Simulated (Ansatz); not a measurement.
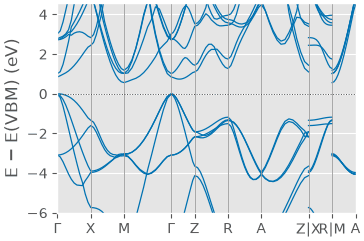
Figure. Band structure from r²SCAN (plane waves, PAW; program Ansatz)

**Question.** Read off the gap and where the band edges lie.

**Answer.** About 0.6 eV (0.56 eV by a search for the band edges); maximum at Γ, minimum at M.

**Question.** Which of these materials gives this?
A. MgS, P4_2/mmc (Mg on 2c, S on 2e)
B. SrZnAsF, P4/nmm (Sr on 2c, Zn on 2b, As on 2c, F on 2a)
C. AlInSb2, P-4m2 (Al on 1a, In on 1c, Sb on 2g)
D. Si3Ge, P-4m2 (Si on 2g, Si on 1a, Ge on 1c)

**Answer.** D, Si3Ge, P-4m2 (Si on 2g, Si on 1a, Ge on 1c)

The start of the workflow was typed in or built on a structure type; neither database checked (COD, Materials Project) lists it. Whether it is the stable phase at ambient conditions was not checked. Symmetry was held in the r²SCAN relaxation; its stability against distortions is not shown here. Scalar-relativistic: spin–orbit coupling is off unless named, which matters more the heavier the elements.

Potentials: the later of the program's two PAW sets.
